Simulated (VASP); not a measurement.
Band structure of SrTe (rock salt). Computed with optB86b-vdW, VASP's PBE PAW potentials (set 64) (plane waves; VASP 6.6.1).

Unless said otherwise, spin-orbit coupling is left out, though it shifts the bands of the heavy elements here.

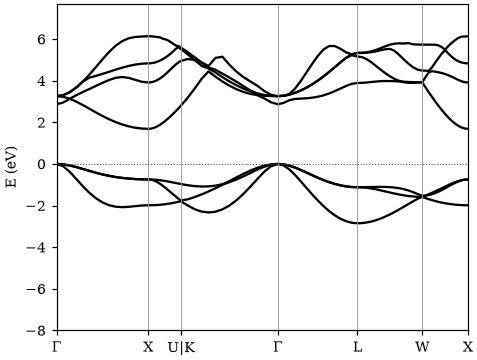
Figure. Bands along high-symmetry lines, zero at the valence-band maximum or, without a gap, the Fermi level

Read the plot: is there a gap, and where are the band edges?

The gap is indirect, 1.69 eV, from the valence maximum at Γ to the conduction minimum at X. (Edges off the drawn lines would not show.)

The compound is SrTe in the rock salt structure. It was relaxed first.
